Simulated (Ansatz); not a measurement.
**Molecular dynamics of AlH3O2 (part 1 of 5)**

- system: AlH3O2
- method: RKS B3LYP/6-31G* (Ansatz 0.2.0)

It belongs to a series of runs on one base structure; here: dynamics from the start.

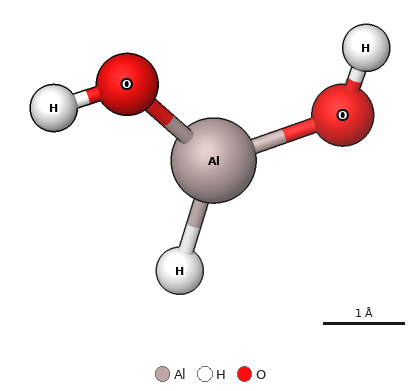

Figure 1. The structure as given in the input (ball-and-stick view, seen at a tilt). Sticks mark near contacts. Bond lengths as drawn: Al–H 1.58 Å, Al–O 1.71 Å and H–O 0.96 to 0.97 Å.

Summary

| quantity | value |
| --- | --- |
| outcome | finished |
| mean temperature over the second half | 52 K |
| trajectory | 150 steps, 150 fs |
| ensemble | nve |
| temperature in the input | 100.0 K |
| time step | 1.0 fs |
| potential energy (last step) | −10742.3082 eV |
| mean-field energy (last step) | −10742.3082 eV |
| largest force (length of the vector) (last step) | 0.706 eV/Å |
| hardware | 1 thread of Arm Neoverse V1, 24 GiB of memory available, shared host |
| wall time | 3.8 min |
| peak memory | 0.093 GiB |

Remarks

So short a trajectory is not equilibrated.

Input
```yaml
crystal:
  periodic: [false, false, false]
  atoms:
    - { symbol: Al, position_ang: [0.033282, -0.192184, 0.079868] }
    - { symbol: H, position_ang: [-0.141088, 0.195836, 1.597556] }
    - { symbol: O, position_ang: [1.61666, -0.312626, -0.547218] }
    - { symbol: H, position_ang: [1.760882, -0.549552, -1.472147] }
    - { symbol: O, position_ang: [-1.287346, -0.498416, -0.96748] }
    - { symbol: H, position_ang: [-2.192191, -0.441659, -0.63698] }
basis:
  gaussian: { orbitals: "6-31G*" }
hamiltonian:
  xc: b3lyp
md:
  timestep: 1.0
  n_steps: 150
  ensemble: nve
  temperature: 100.0
  initial_velocities: maxwell_boltzmann
  seed: 516115
```

Launch command:
```bash
ansatz run input.yaml --threads 1 --pin off --max-ram 2048MiB --backend cpu --events-out ev --progress --plain --runs-dir out
```

What the program printed
```
Engine: ansatz 0.2.0, aarch64-unknown-linux-gnu
Functional definition: B3LYP
  parameter a0 = 0.2
  parameter ax = 0.72
  parameter ac = 0.81
  exchange = (1 - a0 - ax)*slater_x + ax*b88_x + a0*exact_x
  correlation = (1 - ac)*vwn_rpa_c + ac*lyp_c
545 factors; integrals over basis functions are off by at most 5.1e-4 eV
mean field evaluation 1: about -10732.5143 eV, gradient 7.6e1 eV
mean field evaluation 2: about -10705.5651 eV, gradient 1.4e2 eV
mean field evaluation 4: about -10742.3155 eV, gradient 3.1e0 eV
mean field evaluation 8: about -10742.3345 eV, gradient 1.5e-1 eV
mean field -10742.33455951 eV, -394.7735136461 hartree, gradient 6.8e-5 eV, S^2 0.000000; 0 other end points of the search recorded, 0 dependent functions left out
the calculation of the forces begins
reference -10742.33479058 eV, -394.7735221377 hartree; 16, 16 occupied and 39, 39 virtual orbitals, 545 factors
md step     0: t =     0.00 fs  T =   100.0 K  F+E_penalty+E_count = -10742.33455951 eV  E_kin = 0.051704 eV  conserved = -10742.28285551 eV  (22 SCF iters)
these checks for a lower state are left out or cut short: starts, cluster_reference, orbital_swaps, neighbouring_geometries, increment
545 factors; integrals over basis functions are off by at most 5.0e-4 eV
mean field evaluation 16: about -10742.3267 eV, gradient 2.0e-3 eV
mean field -10742.32774397 eV, -394.7732631796 hartree, gradient 1.3e-5 eV, S^2 0.000000; 0 other end points of the search recorded, 0 dependent functions left out
the calculation of the forces begins
reference -10742.32797481 eV, -394.7732716627 hartree; 16, 16 occupied and 39, 39 virtual orbitals, 545 factors
md step     1: t =     1.00 fs  T =    88.4 K  F+E_penalty+E_count = -10742.32774397 eV  E_kin = 0.045683 eV  conserved = -10742.28206054 eV  (25 SCF iters)
[... from here on the SCF iterations and repeated set-up lines of each step are left out, up to the last step ...]
md step     2: t =     2.00 fs  T =    71.9 K  F+E_penalty+E_count = -10742.31831671 eV  E_kin = 0.037196 eV  conserved = -10742.28112081 eV  (26 SCF iters)
md step     3: t =     3.00 fs  T =    73.1 K  F+E_penalty+E_count = -10742.31945761 eV  E_kin = 0.037811 eV  conserved = -10742.28164678 eV  (26 SCF iters)
md step     4: t =     4.00 fs  T =    80.2 K  F+E_penalty+E_count = -10742.32402014 eV  E_kin = 0.041454 eV  conserved = -10742.28256581 eV  (25 SCF iters)
md step     5: t =     5.00 fs  T =    71.4 K  F+E_penalty+E_count = -10742.31913725 eV  E_kin = 0.036925 eV  conserved = -10742.28221247 eV  (25 SCF iters)
md step     6: t =     6.00 fs  T =    55.3 K  F+E_penalty+E_count = -10742.30980189 eV  E_kin = 0.028604 eV  conserved = -10742.28119764 eV  (25 SCF iters)
md step     7: t =     7.00 fs  T =    55.4 K  F+E_penalty+E_count = -10742.31004984 eV  E_kin = 0.028627 eV  conserved = -10742.28142237 eV  (26 SCF iters)
md step     8: t =     8.00 fs  T =    66.0 K  F+E_penalty+E_count = -10742.31665758 eV  E_kin = 0.034107 eV  conserved = -10742.28255038 eV  (26 SCF iters)
md step     9: t =     9.00 fs  T =    60.7 K  F+E_penalty+E_count = -10742.31393430 eV  E_kin = 0.031398 eV  conserved = -10742.28253641 eV  (25 SCF iters)
md step    10: t =    10.00 fs  T =    40.0 K  F+E_penalty+E_count = -10742.30205688 eV  E_kin = 0.020670 eV  conserved = -10742.28138701 eV  (26 SCF iters)
md step    11: t =    11.00 fs  T =    31.0 K  F+E_penalty+E_count = -10742.29711490 eV  E_kin = 0.016015 eV  conserved = -10742.28109954 eV  (21 SCF iters)
md step    12: t =    12.00 fs  T =    40.9 K  F+E_penalty+E_count = -10742.30324414 eV  E_kin = 0.021155 eV  conserved = -10742.28208903 eV  (26 SCF iters)
md step    13: t =    13.00 fs  T =    46.6 K  F+E_penalty+E_count = -10742.30666265 eV  E_kin = 0.024113 eV  conserved = -10742.28254941 eV  (25 SCF iters)
md step    14: t =    14.00 fs  T =    37.1 K  F+E_penalty+E_count = -10742.30088680 eV  E_kin = 0.019199 eV  conserved = -10742.28168774 eV  (25 SCF iters)
md step    15: t =    15.00 fs  T =    32.7 K  F+E_penalty+E_count = -10742.29799009 eV  E_kin = 0.016916 eV  conserved = -10742.28107408 eV  (21 SCF iters)
md step    16: t =    16.00 fs  T =    47.2 K  F+E_penalty+E_count = -10742.30634232 eV  E_kin = 0.024400 eV  conserved = -10742.28194220 eV  (26 SCF iters)
md step    17: t =    17.00 fs  T =    60.1 K  F+E_penalty+E_count = -10742.31383193 eV  E_kin = 0.031060 eV  conserved = -10742.28277241 eV  (24 SCF iters)
md step    18: t =    18.00 fs  T =    51.7 K  F+E_penalty+E_count = -10742.30881711 eV  E_kin = 0.026727 eV  conserved = -10742.28209045 eV  (26 SCF iters)
md step    19: t =    19.00 fs  T =    38.1 K  F+E_penalty+E_count = -10742.30079781 eV  E_kin = 0.019704 eV  conserved = -10742.28109347 eV  (27 SCF iters)
md step    20: t =    20.00 fs  T =    42.9 K  F+E_penalty+E_count = -10742.30370066 eV  E_kin = 0.022192 eV  conserved = -10742.28150858 eV  (26 SCF iters)
md step    21: t =    21.00 fs  T =    56.8 K  F+E_penalty+E_count = -10742.31187450 eV  E_kin = 0.029362 eV  conserved = -10742.28251256 eV  (25 SCF iters)
md step    22: t =    22.00 fs  T =    56.1 K  F+E_penalty+E_count = -10742.31132003 eV  E_kin = 0.028987 eV  conserved = -10742.28233314 eV  (25 SCF iters)
md step    23: t =    23.00 fs  T =    45.2 K  F+E_penalty+E_count = -10742.30468115 eV  E_kin = 0.023371 eV  conserved = -10742.28130996 eV  (26 SCF iters)
md step    24: t =    24.00 fs  T =    48.0 K  F+E_penalty+E_count = -10742.30620230 eV  E_kin = 0.024833 eV  conserved = -10742.28136924 eV  (27 SCF iters)
md step    25: t =    25.00 fs  T =    62.7 K  F+E_penalty+E_count = -10742.31490990 eV  E_kin = 0.032411 eV  conserved = -10742.28249885 eV  (26 SCF iters)
md step    26: t =    26.00 fs  T =    62.7 K  F+E_penalty+E_count = -10742.31503371 eV  E_kin = 0.032396 eV  conserved = -10742.28263818 eV  (26 SCF iters)
md step    27: t =    27.00 fs  T =    44.6 K  F+E_penalty+E_count = -10742.30453386 eV  E_kin = 0.023038 eV  conserved = -10742.28149591 eV  (25 SCF iters)
md step    28: t =    28.00 fs  T =    35.2 K  F+E_penalty+E_count = -10742.29927712 eV  E_kin = 0.018204 eV  conserved = -10742.28107303 eV  (26 SCF iters)
md step    29: t =    29.00 fs  T =    44.9 K  F+E_penalty+E_count = -10742.30524559 eV  E_kin = 0.023204 eV  conserved = -10742.28204126 eV  (26 SCF iters)
md step    30: t =    30.00 fs  T =    51.2 K  F+E_penalty+E_count = -10742.30908150 eV  E_kin = 0.026472 eV  conserved = -10742.28260991 eV  (25 SCF iters)
md step    31: t =    31.00 fs  T =    40.8 K  F+E_penalty+E_count = -10742.30288449 eV  E_kin = 0.021084 eV  conserved = -10742.28180059 eV  (24 SCF iters)
md step    32: t =    32.00 fs  T =    32.9 K  F+E_penalty+E_count = -10742.29808443 eV  E_kin = 0.016988 eV  conserved = -10742.28109597 eV  (27 SCF iters)
md step    33: t =    33.00 fs  T =    43.3 K  F+E_penalty+E_count = -10742.30429773 eV  E_kin = 0.022381 eV  conserved = -10742.28191700 eV  (26 SCF iters)
md step    34: t =    34.00 fs  T =    52.7 K  F+E_penalty+E_count = -10742.31006590 eV  E_kin = 0.027256 eV  conserved = -10742.28280990 eV  (26 SCF iters)
md step    35: t =    35.00 fs  T =    40.4 K  F+E_penalty+E_count = -10742.30299942 eV  E_kin = 0.020894 eV  conserved = -10742.28210550 eV  (25 SCF iters)
md step    36: t =    36.00 fs  T =    22.9 K  F+E_penalty+E_count = -10742.29289062 eV  E_kin = 0.011841 eV  conserved = -10742.28104956 eV  (23 SCF iters)
md step    37: t =    37.00 fs  T =    25.1 K  F+E_penalty+E_count = -10742.29446539 eV  E_kin = 0.012973 eV  conserved = -10742.28149221 eV  (21 SCF iters)
md step    38: t =    38.00 fs  T =    37.2 K  F+E_penalty+E_count = -10742.30176174 eV  E_kin = 0.019253 eV  conserved = -10742.28250834 eV  (26 SCF iters)
md step    39: t =    39.00 fs  T =    35.2 K  F+E_penalty+E_count = -10742.30049776 eV  E_kin = 0.018186 eV  conserved = -10742.28231221 eV  (24 SCF iters)
md step    40: t =    40.00 fs  T =    23.5 K  F+E_penalty+E_count = -10742.29344466 eV  E_kin = 0.012153 eV  conserved = -10742.28129216 eV  (25 SCF iters)
md step    41: t =    41.00 fs  T =    25.8 K  F+E_penalty+E_count = -10742.29474967 eV  E_kin = 0.013365 eV  conserved = -10742.28138449 eV  (20 SCF iters)
md step    42: t =    42.00 fs  T =    39.5 K  F+E_penalty+E_count = -10742.30294741 eV  E_kin = 0.020418 eV  conserved = -10742.28252916 eV  (26 SCF iters)
md step    43: t =    43.00 fs  T =    38.1 K  F+E_penalty+E_count = -10742.30226844 eV  E_kin = 0.019716 eV  conserved = -10742.28255265 eV  (25 SCF iters)
md step    44: t =    44.00 fs  T =    21.4 K  F+E_penalty+E_count = -10742.29240639 eV  E_kin = 0.011050 eV  conserved = -10742.28135625 eV  (25 SCF iters)
md step    45: t =    45.00 fs  T =    17.0 K  F+E_penalty+E_count = -10742.28991481 eV  E_kin = 0.008807 eV  conserved = -10742.28110769 eV  (21 SCF iters)
md step    46: t =    46.00 fs  T =    31.6 K  F+E_penalty+E_count = -10742.29845169 eV  E_kin = 0.016328 eV  conserved = -10742.28212386 eV  (27 SCF iters)
md step    47: t =    47.00 fs  T =    41.2 K  F+E_penalty+E_count = -10742.30386461 eV  E_kin = 0.021309 eV  conserved = -10742.28255606 eV  (25 SCF iters)
md step    48: t =    48.00 fs  T =    35.4 K  F+E_penalty+E_count = -10742.30000257 eV  E_kin = 0.018280 eV  conserved = -10742.28172290 eV  (25 SCF iters)
md step    49: t =    49.00 fs  T =    33.9 K  F+E_penalty+E_count = -10742.29866232 eV  E_kin = 0.017528 eV  conserved = -10742.28113455 eV  (26 SCF iters)
md step    50: t =    50.00 fs  T =    49.9 K  F+E_penalty+E_count = -10742.30781727 eV  E_kin = 0.025802 eV  conserved = -10742.28201537 eV  (25 SCF iters)
md step    51: t =    51.00 fs  T =    62.7 K  F+E_penalty+E_count = -10742.31520839 eV  E_kin = 0.032435 eV  conserved = -10742.28277328 eV  (25 SCF iters)
md step    52: t =    52.00 fs  T =    54.9 K  F+E_penalty+E_count = -10742.31032680 eV  E_kin = 0.028381 eV  conserved = -10742.28194561 eV  (25 SCF iters)
md step    53: t =    53.00 fs  T =    45.2 K  F+E_penalty+E_count = -10742.30444221 eV  E_kin = 0.023383 eV  conserved = -10742.28105904 eV  (25 SCF iters)
md step    54: t =    54.00 fs  T =    54.7 K  F+E_penalty+E_count = -10742.30991929 eV  E_kin = 0.028280 eV  conserved = -10742.28163930 eV  (26 SCF iters)
md step    55: t =    55.00 fs  T =    70.4 K  F+E_penalty+E_count = -10742.31892861 eV  E_kin = 0.036398 eV  conserved = -10742.28253096 eV  (23 SCF iters)
md step    56: t =    56.00 fs  T =    70.8 K  F+E_penalty+E_count = -10742.31887804 eV  E_kin = 0.036608 eV  conserved = -10742.28227050 eV  (25 SCF iters)
md step    57: t =    57.00 fs  T =    62.4 K  F+E_penalty+E_count = -10742.31359968 eV  E_kin = 0.032252 eV  conserved = -10742.28134725 eV  (25 SCF iters)
md step    58: t =    58.00 fs  T =    66.7 K  F+E_penalty+E_count = -10742.31598897 eV  E_kin = 0.034493 eV  conserved = -10742.28149629 eV  (25 SCF iters)
md step    59: t =    59.00 fs  T =    79.6 K  F+E_penalty+E_count = -10742.32373557 eV  E_kin = 0.041169 eV  conserved = -10742.28256627 eV  (25 SCF iters)
md step    60: t =    60.00 fs  T =    76.5 K  F+E_penalty+E_count = -10742.32204306 eV  E_kin = 0.039535 eV  conserved = -10742.28250825 eV  (25 SCF iters)
md step    61: t =    61.00 fs  T =    58.5 K  F+E_penalty+E_count = -10742.31160280 eV  E_kin = 0.030233 eV  conserved = -10742.28136998 eV  (25 SCF iters)
md step    62: t =    62.00 fs  T =    52.1 K  F+E_penalty+E_count = -10742.30812665 eV  E_kin = 0.026948 eV  conserved = -10742.28117845 eV  (26 SCF iters)
md step    63: t =    63.00 fs  T =    62.7 K  F+E_penalty+E_count = -10742.31455042 eV  E_kin = 0.032434 eV  conserved = -10742.28211622 eV  (25 SCF iters)
md step    64: t =    64.00 fs  T =    68.1 K  F+E_penalty+E_count = -10742.31775716 eV  E_kin = 0.035227 eV  conserved = -10742.28252968 eV  (26 SCF iters)
md step    65: t =    65.00 fs  T =    58.2 K  F+E_penalty+E_count = -10742.31185656 eV  E_kin = 0.030077 eV  conserved = -10742.28177955 eV  (25 SCF iters)
md step    66: t =    66.00 fs  T =    51.0 K  F+E_penalty+E_count = -10742.30754104 eV  E_kin = 0.026360 eV  conserved = -10742.28118054 eV  (27 SCF iters)
md step    67: t =    67.00 fs  T =    59.9 K  F+E_penalty+E_count = -10742.31293599 eV  E_kin = 0.030974 eV  conserved = -10742.28196166 eV  (26 SCF iters)
md step    68: t =    68.00 fs  T =    66.6 K  F+E_penalty+E_count = -10742.31718303 eV  E_kin = 0.034460 eV  conserved = -10742.28272275 eV  (25 SCF iters)
md step    69: t =    69.00 fs  T =    54.0 K  F+E_penalty+E_count = -10742.30986790 eV  E_kin = 0.027896 eV  conserved = -10742.28197166 eV  (25 SCF iters)
md step    70: t =    70.00 fs  T =    39.4 K  F+E_penalty+E_count = -10742.30139503 eV  E_kin = 0.020352 eV  conserved = -10742.28104309 eV  (26 SCF iters)
md step    71: t =    71.00 fs  T =    45.0 K  F+E_penalty+E_count = -10742.30477201 eV  E_kin = 0.023244 eV  conserved = -10742.28152758 eV  (21 SCF iters)
md step    72: t =    72.00 fs  T =    59.8 K  F+E_penalty+E_count = -10742.31338409 eV  E_kin = 0.030911 eV  conserved = -10742.28247344 eV  (27 SCF iters)
md step    73: t =    73.00 fs  T =    60.7 K  F+E_penalty+E_count = -10742.31374144 eV  E_kin = 0.031409 eV  conserved = -10742.28233200 eV  (24 SCF iters)
md step    74: t =    74.00 fs  T =    51.3 K  F+E_penalty+E_count = -10742.30787897 eV  E_kin = 0.026498 eV  conserved = -10742.28138049 eV  (22 SCF iters)
md step    75: t =    75.00 fs  T =    53.6 K  F+E_penalty+E_count = -10742.30907064 eV  E_kin = 0.027693 eV  conserved = -10742.28137779 eV  (21 SCF iters)
md step    76: t =    76.00 fs  T =    67.1 K  F+E_penalty+E_count = -10742.31714106 eV  E_kin = 0.034698 eV  conserved = -10742.28244320 eV  (25 SCF iters)
md step    77: t =    77.00 fs  T =    67.5 K  F+E_penalty+E_count = -10742.31744755 eV  E_kin = 0.034905 eV  conserved = -10742.28254246 eV  (25 SCF iters)
md step    78: t =    78.00 fs  T =    52.7 K  F+E_penalty+E_count = -10742.30865716 eV  E_kin = 0.027232 eV  conserved = -10742.28142514 eV  (25 SCF iters)
md step    79: t =    79.00 fs  T =    48.6 K  F+E_penalty+E_count = -10742.30623681 eV  E_kin = 0.025128 eV  conserved = -10742.28110857 eV  (21 SCF iters)
md step    80: t =    80.00 fs  T =    63.2 K  F+E_penalty+E_count = -10742.31474612 eV  E_kin = 0.032678 eV  conserved = -10742.28206835 eV  (26 SCF iters)
md step    81: t =    81.00 fs  T =    73.8 K  F+E_penalty+E_count = -10742.32075128 eV  E_kin = 0.038139 eV  conserved = -10742.28261247 eV  (23 SCF iters)
md step    82: t =    82.00 fs  T =    66.9 K  F+E_penalty+E_count = -10742.31648990 eV  E_kin = 0.034606 eV  conserved = -10742.28188409 eV  (23 SCF iters)
md step    83: t =    83.00 fs  T =    60.2 K  F+E_penalty+E_count = -10742.31230831 eV  E_kin = 0.031127 eV  conserved = -10742.28118090 eV  (24 SCF iters)
md step    84: t =    84.00 fs  T =    69.4 K  F+E_penalty+E_count = -10742.31779282 eV  E_kin = 0.035879 eV  conserved = -10742.28191345 eV  (24 SCF iters)
md step    85: t =    85.00 fs  T =    77.4 K  F+E_penalty+E_count = -10742.32276510 eV  E_kin = 0.040007 eV  conserved = -10742.28275842 eV  (22 SCF iters)
md step    86: t =    86.00 fs  T =    65.0 K  F+E_penalty+E_count = -10742.31567634 eV  E_kin = 0.033623 eV  conserved = -10742.28205293 eV  (22 SCF iters)
md step    87: t =    87.00 fs  T =    48.8 K  F+E_penalty+E_count = -10742.30628594 eV  E_kin = 0.025220 eV  conserved = -10742.28106643 eV  (23 SCF iters)
md step    88: t =    88.00 fs  T =    51.8 K  F+E_penalty+E_count = -10742.30833031 eV  E_kin = 0.026785 eV  conserved = -10742.28154578 eV  (24 SCF iters)
md step    89: t =    89.00 fs  T =    63.4 K  F+E_penalty+E_count = -10742.31529742 eV  E_kin = 0.032758 eV  conserved = -10742.28253960 eV  (24 SCF iters)
md step    90: t =    90.00 fs  T =    59.3 K  F+E_penalty+E_count = -10742.31306969 eV  E_kin = 0.030682 eV  conserved = -10742.28238798 eV  (23 SCF iters)
md step    91: t =    91.00 fs  T =    43.4 K  F+E_penalty+E_count = -10742.30381020 eV  E_kin = 0.022423 eV  conserved = -10742.28138715 eV  (24 SCF iters)
md step    92: t =    92.00 fs  T =    38.9 K  F+E_penalty+E_count = -10742.30149038 eV  E_kin = 0.020117 eV  conserved = -10742.28137315 eV  (24 SCF iters)
md step    93: t =    93.00 fs  T =    45.8 K  F+E_penalty+E_count = -10742.30613823 eV  E_kin = 0.023690 eV  conserved = -10742.28244854 eV  (23 SCF iters)
md step    94: t =    94.00 fs  T =    39.8 K  F+E_penalty+E_count = -10742.30308832 eV  E_kin = 0.020594 eV  conserved = -10742.28249470 eV  (23 SCF iters)
md step    95: t =    95.00 fs  T =    20.2 K  F+E_penalty+E_count = -10742.29180207 eV  E_kin = 0.010463 eV  conserved = -10742.28133957 eV  (23 SCF iters)
md step    96: t =    96.00 fs  T =    13.8 K  F+E_penalty+E_count = -10742.28823476 eV  E_kin = 0.007132 eV  conserved = -10742.28110241 eV  (21 SCF iters)
md step    97: t =    97.00 fs  T =    26.6 K  F+E_penalty+E_count = -10742.29587526 eV  E_kin = 0.013773 eV  conserved = -10742.28210190 eV  (24 SCF iters)
md step    98: t =    98.00 fs  T =    35.0 K  F+E_penalty+E_count = -10742.30069530 eV  E_kin = 0.018120 eV  conserved = -10742.28257488 eV  (23 SCF iters)
md step    99: t =    99.00 fs  T =    27.2 K  F+E_penalty+E_count = -10742.29588257 eV  E_kin = 0.014083 eV  conserved = -10742.28179908 eV  (23 SCF iters)
md step   100: t =   100.00 fs  T =    21.9 K  F+E_penalty+E_count = -10742.29245752 eV  E_kin = 0.011304 eV  conserved = -10742.28115346 eV  (24 SCF iters)
```
